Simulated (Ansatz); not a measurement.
```json
{"atom": "Si", "x (Å)": "-1.3116", "y (Å)": "-0.7347", "z (Å)": "-0.1733"}
{"atom": "S", "x (Å)": "2.6363", "y (Å)": "1.1203", "z (Å)": "1.1232"}
{"atom": "H", "x (Å)": "-2.4691", "y (Å)": "-1.1092", "z (Å)": "-1.0507"}
{"atom": "H", "x (Å)": "-0.6179", "y (Å)": "-1.9924", "z (Å)": "0.2318"}
{"atom": "H", "x (Å)": "-1.8522", "y (Å)": "-0.0214", "z (Å)": "1.0205"}
{"atom": "H", "x (Å)": "1.5483", "y (Å)": "0.7773", "z (Å)": "0.3739"}
{"atom": "N", "x (Å)": "-0.1216", "y (Å)": "0.3131", "z (Å)": "-0.9095"}
{"atom": "H", "x (Å)": "2.1862", "y (Å)": "0.4370", "z (Å)": "2.1958"}
{"atom": "H", "x (Å)": "0.4087", "y (Å)": "-0.0565", "z (Å)": "-1.6943"}
{"atom": "H", "x (Å)": "-0.4070", "y (Å)": "1.2667", "z (Å)": "-1.1174"}
```

Computed with UKS PBE0/def2-SVP in Ansatz.

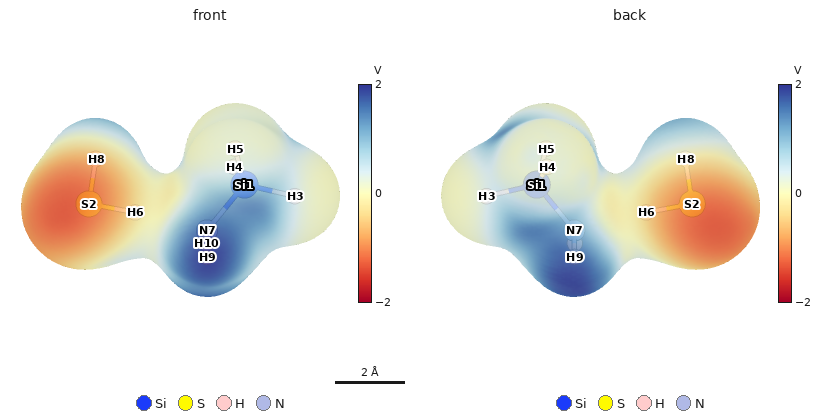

H5NSi···H2S. The molecular electrostatic potential painted on the density surface at 0.002 e/bohr³, seen from the front and from behind; red is negative and blue positive.

### Which sites attract a positive test charge, and which a negative one?

A positive charge is drawn to the negative regions and a negative charge to the positive ones. The most negative region (about −1.3 V) lies over S2, the most positive (about +1.9 V) over H9 and H10.
